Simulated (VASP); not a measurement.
Consider the following.

```
AlNi3
1.0
    3.53151     0.00000     0.00000
    0.00000     3.53151     0.00000
    0.00000     0.00000     3.53151
Al Ni
1 3
Direct
  0.00000   0.00000   0.00000
  0.00000   0.50000   0.50000
  0.50000   0.00000   0.50000
  0.50000   0.50000   0.00000
```
Starting moments (μB, in the order of the record's atoms Al Ni Ni Ni): 0.0 0.3 0.3 0.3.

These are TPSS meta-GGA, VASP's PBE PAW potentials (set 64) (plane waves; VASP) values and carry that method's errors. Numerical set-up: 520 eV cut-off, 10×10×10 Γ-centred mesh, tetrahedra with Blöchl corrections, potentials Al Ni.

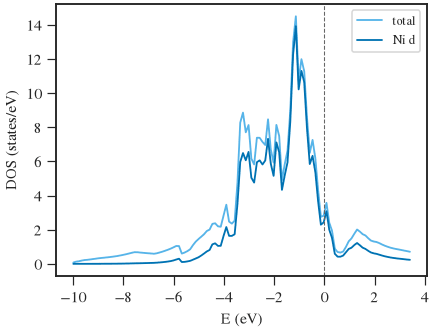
Total and projected density of states, zero at the Fermi level

Within 2 eV below the Fermi level the largest weight inside VASP's projection spheres is Ni d.

It has no gap at this level: it comes out as a metal or semimetal.

The compound is Ni3Al in the L1_2 structure. It was relaxed first.
